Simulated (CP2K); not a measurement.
# Two attempts at TiN2H6O2 (SMILES [NH2][Ti]([NH2])([OH])[OH])

Wanted: energy and forces of TiN2H6O2, GFN1-xTB.

The results are computed with CP2K 2026.2.

3 further runs of the same task are left out: 2 that didn't finish, 1 set aside as unsound or not needed.

## 1. The system as given

TiN2H6O2 has 11 atoms, charge 0, and is taken as a singlet. As SMILES, `[NH2][Ti]([NH2])([OH])[OH]`. The shape comes from a force field and isn't a relaxed structure. This is one conformer, not always the lowest.

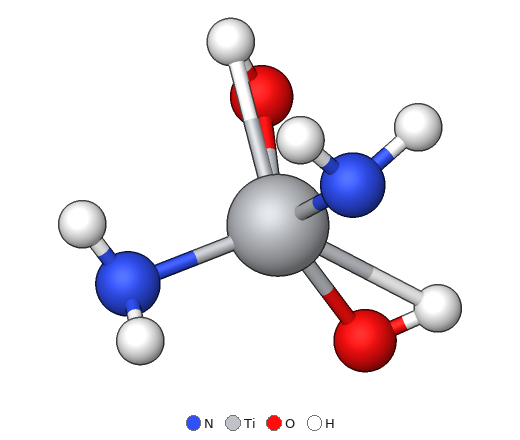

The structure, seen from a chosen angle (nitrogen blue, titanium light grey, oxygen red, hydrogen white).

## 2. First attempt

The input, molecule.pdb:

```
HETATM    1 N    MOL A   1      -1.007   1.237   0.452  1.00  0.00           N
HETATM    2 Ti   MOL A   1       0.417  -0.016  -0.153  1.00  0.00          TI
HETATM    3 N    MOL A   1       0.397  -1.647   1.074  1.00  0.00           N
HETATM    4 O    MOL A   1       2.237   0.902  -0.063  1.00  0.00           O
HETATM    5 O    MOL A   1       0.082  -0.601  -2.016  1.00  0.00           O
HETATM    6 H    MOL A   1      -1.260   1.913  -0.381  1.00  0.00           H
HETATM    7 H    MOL A   1      -1.884   0.708   0.606  1.00  0.00           H
HETATM    8 H    MOL A   1       0.382  -1.268   2.056  1.00  0.00           H
HETATM    9 H    MOL A   1      -0.442  -2.163   0.929  1.00  0.00           H
HETATM   10 H    MOL A   1       2.023   1.752  -0.506  1.00  0.00           H
HETATM   11 H    MOL A   1      -0.880  -0.873  -1.976  1.00  0.00           H
END
```

The input, gas.inp:

```
&GLOBAL
    PROJECT gas
    RUN_TYPE OPT
    PRINT_LEVEL MEDIUM
&END GLOBAL

&FORCE_EVAL
    METHOD Quickstep
    &DFT
        CHARGE 0
        MULTIPLICITY 1
        &QS
            METHOD XTB
            EPS_DEFAULT 1.0E-10
            &XTB
                GFN_TYPE 1
                CHECK_ATOMIC_CHARGES F
            &END XTB
        &END QS
        &POISSON
            PERIODIC NONE
            POISSON_SOLVER ANALYTIC
        &END POISSON
        &SCF
            SCF_GUESS ATOMIC
            EPS_SCF 1.0E-06
            MAX_SCF 150
            ADDED_MOS 2
            &DIAGONALIZATION
                ALGORITHM STANDARD
            &END DIAGONALIZATION
            &MIXING
                METHOD BROYDEN_MIXING
                ALPHA 0.2
                NBUFFER 8
            &END MIXING
            &SMEAR ON
                METHOD FERMI_DIRAC
                ELECTRONIC_TEMPERATURE [K] 300
            &END SMEAR
        &END SCF
        &PRINT
            &MOMENTS
                PERIODIC F
                REFERENCE COM
                MAX_MOMENT 1
            &END MOMENTS
            &MO ON
                ENERGIES T
                OCCUPATION_NUMBERS T
                NDIGITS 6
                &EACH
                    QS_SCF 0
                &END EACH
                ADD_LAST NUMERIC
            &END MO
            &HIRSHFELD OFF
            &END HIRSHFELD
        &END PRINT
    &END DFT
    &SUBSYS
        &CELL
            ABC [angstrom] 16.1 16.1 16.1
            PERIODIC NONE
        &END CELL
        &TOPOLOGY
            COORD_FILE_NAME molecule.pdb
            COORD_FILE_FORMAT PDB
            CONN_FILE_FORMAT OFF
            &CENTER_COORDINATES
            &END CENTER_COORDINATES
        &END TOPOLOGY
    &END SUBSYS
    &PRINT
        &FORCES ON
        &END FORCES
    &END PRINT
&END FORCE_EVAL
```

Launch:

```sh
$ OMP_NUM_THREADS=1 cp2k.psmp -i gas.inp -o gas.out
```

The program printed:

```text
*******************************************************************************
 *   ___                                                                       *
 *  /   \                                                                      *
 * [ABORT]                                                                     *
 *  \___/                    invalid value for enumeration:OPT                 *
 *    |                                                                        *
 *  O/|                                                                        *
 * /| |                                                                        *
 * / \                                     input/input_enumeration_types.F:215 *
 *******************************************************************************

 ===== Routine Calling Stack =====

            4 val_create_parsing
            3 section_vals_parse
            2 section_vals_parse
            1 read_input
```

It took 0.8 s on 1 thread of AMD EPYC 9R45 (Zen 5), shared host; peak memory 0.17 GiB.

## 3. Diagnosis

The program refused the input.

The log says `\___/                    invalid value for enumeration:OPT`. Cause: unknown run type.

## 4. The mended input

molecule.pdb is that of step 2.

The input, mol.inp:

```
&GLOBAL
    PROJECT mol
    RUN_TYPE ENERGY_FORCE
    PRINT_LEVEL MEDIUM
&END GLOBAL

&FORCE_EVAL
    METHOD QS
    &DFT
        &QS
            METHOD XTB
            EPS_DEFAULT 1.0E-10
            &XTB
                GFN_TYPE 1
                CHECK_ATOMIC_CHARGES F
            &END XTB
        &END QS
        &POISSON
            PERIODIC NONE
            POISSON_SOLVER ANALYTIC
        &END POISSON
        &SCF
            SCF_GUESS ATOMIC
            EPS_SCF 1.0E-06
            MAX_SCF 150
            ADDED_MOS 2
            &DIAGONALIZATION
                ALGORITHM STANDARD
            &END DIAGONALIZATION
            &MIXING
                METHOD BROYDEN_MIXING
                ALPHA 0.2
                NBUFFER 8
            &END MIXING
            &SMEAR ON
                METHOD FERMI_DIRAC
                ELECTRONIC_TEMPERATURE [K] 300
            &END SMEAR
        &END SCF
        &PRINT
            &MOMENTS
                PERIODIC F
                REFERENCE COM
                MAX_MOMENT 1
            &END MOMENTS
            &MO ON
                ENERGIES T
                OCCUPATION_NUMBERS T
                NDIGITS 6
                &EACH
                    QS_SCF 0
                &END EACH
                ADD_LAST NUMERIC
            &END MO
            &HIRSHFELD OFF
            &END HIRSHFELD
        &END PRINT
    &END DFT
    &SUBSYS
        &CELL
            ABC 16.1 16.1 16.1
            PERIODIC NONE
        &END CELL
        &TOPOLOGY
            COORD_FILE_NAME molecule.pdb
            COORD_FILE_FORMAT PDB
            CONN_FILE_FORMAT OFF
            &CENTER_COORDINATES
            &END CENTER_COORDINATES
        &END TOPOLOGY
    &END SUBSYS
    &PRINT
        &FORCES ON
        &END FORCES
    &END PRINT
&END FORCE_EVAL
```

Launch:

```sh
$ OMP_NUM_THREADS=1 cp2k.psmp -i mol.inp -o mol.out
```

The program printed, cut to the lines that bear on the results:

```text
CP2K| version string:                                       CP2K version 2026.2
[...]
 GLOBAL| Method name                                                        CP2K
[...]
 GLOBAL| Run type                                                   ENERGY_FORCE
[...]
                             - Atoms:                                         11
[...]
                             - Spherical basis functions:                     37
[...]
 Number of electrons:                                                         32
[...]
     1 NoMix/Diag. 0.20E+00    0.0     2.77538344       -17.9286852225 -1.79E+01
[...]
 *** WARNING in qs_mo_occupation.F:754 :: Fermi-Dirac smearing includes ***
 *** the last MO => Add more MOs for proper smearing.                   ***
[...]
   123 Broy./Diag. 0.20E+00    0.0     0.00000054       -20.2899561617  4.07E-06
  *** SCF run converged in   123 steps ***
[...]
  Fermi energy:                                                -0.38603833583969
[...]
 TB_DIPOLE| Moment [Debye]         -4.94984611       0.56925740       1.00303888
 TB_DIPOLE| Derivative [a.u.]       0.00000000       0.00000000       0.00000000
[...]
 ENERGY| Total FORCE_EVAL ( QS ) energy [hartree]            -20.289956481833951
 FORCES| Atomic forces [hartree/bohr]
 FORCES|   Atom     x               y               z               |f|
 FORCES|      1 -1.57018167E-03 -5.90421820E-03 -5.38603629E-02   5.42057558E-02
 FORCES|      2  3.79305480E-02 -4.66816033E-03 -1.59517446E-02   4.14122729E-02
 FORCES|      3  6.53207767E-03  5.76890669E-02 -1.00218919E-03   5.80663488E-02
 FORCES|      4 -5.81492161E-02 -7.66840626E-03 -8.84280130E-03   5.93155201E-02
 FORCES|      5 -2.80413528E-02  9.48653562E-03  5.67054602E-02   6.39673436E-02
 FORCES|      6  8.90379324E-03 -2.58317691E-02  4.01913594E-02   4.85994156E-02
 FORCES|      7  7.89975812E-03  1.18782844E-02  1.97067622E-03   1.44008119E-02
 FORCES|      8 -4.16040222E-04 -1.64490512E-02 -1.92163235E-02   2.52984479E-02
 FORCES|      9 -1.24521888E-02 -1.45359095E-02  4.39449866E-03   1.96382608E-02
 FORCES|     10  1.29374245E-02 -8.12032227E-03  6.41558877E-03   1.65673283E-02
 FORCES|     11  2.64253781E-02  4.12395002E-03 -1.08041616E-02   2.88450599E-02
 FORCES| Sum    -2.63677968E-16  2.05564732E-16  3.43475248E-16
 FORCES| Total atomic force                                       4.79330967E-16
[...]
```

Wall time 1.1 s (1 thread of AMD EPYC 9R45 (Zen 5), shared host); peak memory 0.19 GiB.

## 5. What came out

Level: GFN1-xTB.

| quantity | value |
| --- | --- |
| total energy | -20.28996 Eh |
| dipole moment (from atomic charges alone) | 5.08 D |
| HOMO energy | -11.35 eV |
| LUMO energy | -9.65 eV |
| HOMO–LUMO gap | 1.70 eV |
| dispersion energy | -8.78 kJ/mol |
| largest force on an atom | 3.289 eV/Å |

The dipole comes from point charges on the atoms alone, without atomic dipoles, so it is partial. The largest force is 3.29 eV/Å: the shape isn't a stationary point for this species at this level.
